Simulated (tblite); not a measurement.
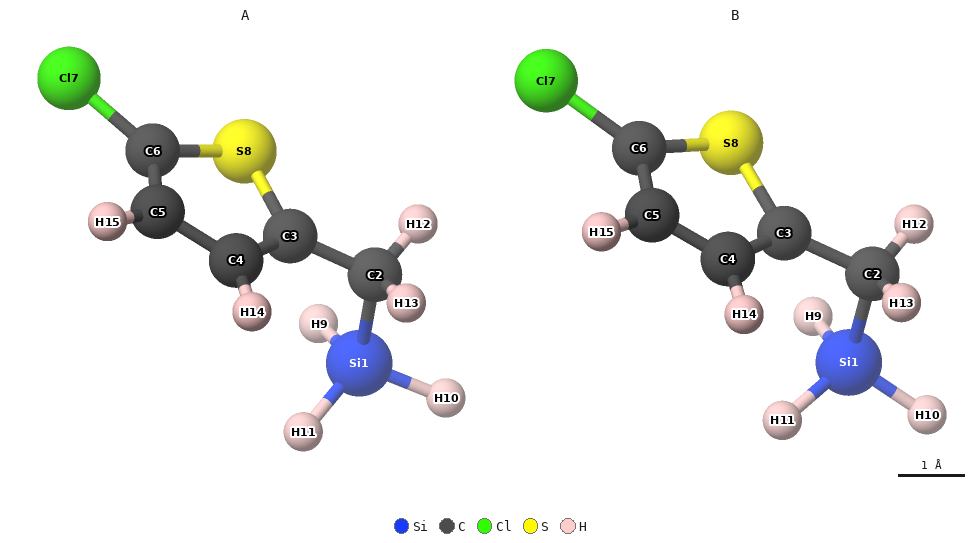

Two geometries of C5H7ClSSi, drawn at one scale. One is the start of a relaxation, the other its converged end. A ball-and-stick model, seen from a free direction.

Theory: GFN2-xTB geometry optimisation, gas phase (tblite 0.8.0). 

### Which one is relaxed?

Structure A is the relaxed one. The largest move after the best rigid fit is that of H10, 0.32 Å. Largest moves by element: H 0.32 Å, Cl 0.27 Å, C 0.17 Å, S 0.14 Å, Si 0.10 Å. Among the contacts that change: C4–C5 1.343 → 1.414 Å, C3–S8 1.810 → 1.740 Å, C6–Cl7 1.760 → 1.712 Å, C4–H14 1.121 → 1.075 Å. Bond angles that change, for instance: C2–C3–S8 128.4° → 120.4°, Si1–C2–C3 104.8° → 111.1°, Cl7–C6–S8 126.7° → 120.7°. The energy falls by 50.9 kJ/mol in 82 geometry steps.
